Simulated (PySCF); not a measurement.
# chlorine monofluoride (ClF): electronic excitations at several levels of theory, part 2 of 2

PySCF 2.14.0. Atoms count from 0.

## 10. Excited states and response: PBE0/def2-TZVPD

Job settings and geometry (Å):

```
{"job": {"kind": "uv", "xc": "PBE0", "basis": "def2-TZVPD"}, "charge": 0, "multiplicity": 1}
F     -0.746622    -0.318726     0.105547
Cl     0.764177     0.289899    -0.117672
```

With the program's defaults for keys left out, this is: TDDFT PBE0/def2-TZVPD, vertical, gas phase, core orbitals frozen in the response.

Output:

```text
coarse grid: 2712 points
cycle   1  E = -559.7490760863  dE =  1.260e-01  |g| = 3.466e-01  |ddm| = 1.115e+00
cycle   2  E = -559.7158821880  dE =  3.319e-02  |g| = 5.626e-01  |ddm| = 4.067e-01
cycle   3  E = -559.7663926054  dE = -5.051e-02  |g| = 8.179e-02  |ddm| = 2.713e-01
cycle   4  E = -559.7674843994  dE = -1.092e-03  |g| = 1.529e-02  |ddm| = 4.239e-02
cycle   5  E = -559.7675314442  dE = -4.704e-05  |g| = 2.177e-03  |ddm| = 1.061e-02
cycle   6  E = -559.7675324076  dE = -9.634e-07  |g| = 2.537e-04  |ddm| = 1.565e-03
final grid: 23352 points
cycle   7  E = -559.7714021825  dE = -1.194e-05  |g| = 2.456e-03  |ddm| = 7.409e-03
cycle   8  E = -559.7714021620  dE =  2.045e-08  |g| = 2.152e-03  |ddm| = 3.165e-03
cycle   9  E = -559.7714027530  dE = -5.910e-07  |g| = 1.072e-03  |ddm| = 1.685e-03
cycle  10  E = -559.7714029326  dE = -1.796e-07  |g| = 5.304e-05  |ddm| = 4.378e-04
cycle  11  E = -559.7714029330  dE = -4.001e-10  |g| = 1.472e-05  |ddm| = 3.859e-05
converged SCF energy = -559.7714029330

Static polarisability (au): isotropic 18.448, principal 16.266 16.266 22.811

Singlet excitations
state   eV       nm        f      main configurations
  1   3.9502    313.9   0.00001   H->L 0.67, H-1->L 0.32
  2   3.9502    313.9   0.00001   H-1->L 0.67, H->L 0.32
  3   8.0366    154.3   0.00346   H-2->L 0.73, H-3->L 0.26
  4   8.0367    154.3   0.00346   H-3->L 0.73, H-2->L 0.26
  5   9.3047    133.2   0.07731   H->L+1 0.99
  6   9.3047    133.2   0.07731   H-1->L+1 0.99
  7   9.8478    125.9   0.00000   H->L+2 0.31, H-1->L+3 0.31, H->L+3 0.19
  8   9.8479    125.9   0.00000   H->L+3 0.31, H-1->L+2 0.31, H->L+2 0.19
  9   9.9095    125.1   0.00000   H-1->L+3 0.46, H->L+2 0.46
 10   9.9537    124.6   0.00472   H->L+4 0.91, H-1->L+4 0.08

Triplet excitations (Tamm-Dancoff, eV): 2.8213 2.8213 6.9945 6.9945
```

Wall time 1.6 s (1 thread of Arm Neoverse V1, shared host); peak memory 0.3 GiB.

In short: HOMO -9.54 eV, LUMO -3.35 eV; lowest singlet 3.95 eV.

## 11. TDDFT and polarisability: PBE0/6-31+G*

Job settings and geometry (Å):

```
{"job": {"kind": "uv", "xc": "PBE0", "basis": "6-31+G*"}, "charge": 0, "multiplicity": 1}
F     -0.746622    -0.318726     0.105547
Cl     0.764177     0.289899    -0.117672
```

With the program's defaults for keys left out, this is: TDDFT PBE0/6-31+G*, vertical, gas phase, core orbitals frozen in the response.

Output:

```text
coarse grid: 2712 points
cycle   1  E = -559.6836832808  dE =  1.304e-01  |g| = 2.638e-01  |ddm| = 1.529e+00
cycle   2  E = -559.6666781443  dE =  1.701e-02  |g| = 4.099e-01  |ddm| = 4.327e-01
cycle   3  E = -559.6967189871  dE = -3.004e-02  |g| = 6.090e-02  |ddm| = 2.879e-01
cycle   4  E = -559.6973993609  dE = -6.804e-04  |g| = 8.081e-03  |ddm| = 4.367e-02
cycle   5  E = -559.6974152706  dE = -1.591e-05  |g| = 1.070e-03  |ddm| = 9.223e-03
cycle   6  E = -559.6974155855  dE = -3.149e-07  |g| = 4.384e-05  |ddm| = 1.427e-03
final grid: 23352 points
cycle   7  E = -559.6922351300  dE = -3.239e-06  |g| = 2.088e-03  |ddm| = 6.595e-03
cycle   8  E = -559.6922332556  dE =  1.874e-06  |g| = 3.881e-03  |ddm| = 4.452e-03
cycle   9  E = -559.6922360943  dE = -2.839e-06  |g| = 2.101e-04  |ddm| = 2.523e-03
cycle  10  E = -559.6922361056  dE = -1.129e-08  |g| = 2.630e-05  |ddm| = 3.228e-04
cycle  11  E = -559.6922361058  dE = -1.407e-10  |g| = 6.601e-06  |ddm| = 2.703e-05
converged SCF energy = -559.6922361058

Static polarisability (au): isotropic 12.642, principal 9.556 9.556 18.813

Singlet excitations
state   eV       nm        f      main configurations
  1   3.9935    310.5   0.00023   H->L 0.91, H-1->L 0.08
  2   3.9935    310.5   0.00023   H-1->L 0.91, H->L 0.08
  3   7.9672    155.6   0.00618   H-2->L 0.95
  4   7.9673    155.6   0.00618   H-3->L 0.95
  5   9.0393    137.2   0.08509   H->L+1 0.99
  6   9.0393    137.2   0.08509   H-1->L+1 0.99
  7  10.3941    119.3   0.00000   H->L+2 0.31, H-1->L+3 0.31, H-1->L+2 0.19
  8  10.3941    119.3   0.00000   H->L+3 0.31, H-1->L+2 0.31, H->L+2 0.19
  9  10.4539    118.6   0.00000   H-1->L+3 0.35, H->L+2 0.35, H-1->L+2 0.15
 10  10.6030    116.9   0.00413   H->L+4 0.88, H-1->L+4 0.12

Triplet excitations (Tamm-Dancoff, eV): 2.8542 2.8542 6.9127 6.9128
```

Run time: 0.81 s. Hardware: 1 thread of Arm Neoverse V1, shared host; peak memory 0.3 GiB.

In short: HOMO -9.58 eV, LUMO -3.37 eV; lowest singlet 3.99 eV.

## 12. Comparing the runs: electronic excitations

Excitations and ground-state properties, with basis size and wall time:

```tsv
run	lowest singlet (eV)	brightest (eV)	f	gap (eV)	α (Å³)	μ (D)	functions	time
CAM-B3LYP/def2-SVPD	3.95	9.26	0.076	8.91	2.68	1.03	50	2.9 s
wB97X-D/def2-SVPD	3.98	9.57	0.087	10.05	2.66	0.97	50	2.6 s
LC-wPBE/def2-SVPD	3.99	9.79	0.081	11.64	2.63	1.01	50	3.6 s
PBE0/6-31G*	4.11	12.52	0.740	6.40	1.52	0.94	32	0.65 s
PBE0/def2-SVP	4.17	12.73	0.744	6.47	1.46	1.15	32	0.61 s
PBE0/def2-TZVP	3.99	11.81	0.493	6.27	1.92	0.97	68	1.3 s
PBE0/aug-cc-pVDZ	3.99	9.43	0.084	6.22	2.53	0.88	50	0.95 s
PBE0/aug-cc-pVTZ	3.99	9.19	0.074	6.24	2.68	0.88	96	1.8 s
PBE0/def2-TZVPD	3.95	9.30	0.077	6.20	2.73	0.88	86	1.6 s
PBE0/6-31+G*	3.99	9.04	0.085	6.21	1.87	1.09	40	0.81 s
```

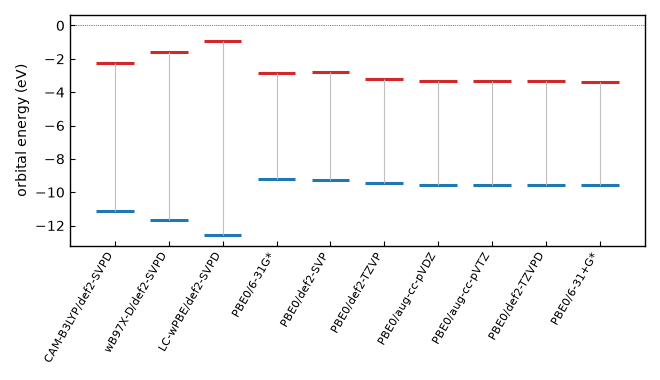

HOMO (blue) and LUMO (red) run by run.

## 13. What came out

The summary covers parts 1 to 2.

| quantity | value |
| --- | --- |
| lowest singlet (CAM-B3LYP/def2-SVPD) | 3.95 eV (314 nm), f = 0.000 |
| brightest single state of those computed | state 5, 9.26 eV, f = 0.076 |
| lowest triplet | 2.87 eV |
| vertical ionisation energy (ΔSCF) | 13.03 eV |
| vertical electron affinity (ΔSCF) | 0.83 eV |
| range of the lowest singlet | 3.95 to 4.17 eV |

What this shows: Single values in the summary come from the first run of each kind that ended normally (CAM-B3LYP/def2-SVPD), which need not be the best level. The lowest singlet, at 3.95 eV, is HOMO→LUMO 0.87, HOMO−1→LUMO 0.12 and is dark; of the 10 states computed, the strongest absorption comes from states 5 to 6 together at 9.26 eV. The lowest triplet lies 1.08 eV below the lowest singlet (triplets in Tamm-Dancoff, singlets in full TDDFT). ΔSCF puts the ionisation energy at 13.03 eV, 1.87 eV above −ε(HOMO). The lowest singlet runs from 3.95 eV (CAM-B3LYP/def2-SVPD) to 4.17 eV (PBE0/def2-SVP), while the orbital gap spans 6.20 to 11.64 eV. The lowest state need not be the same one in every run. The runs solved for a few states only, so the brightest column depends on that window.
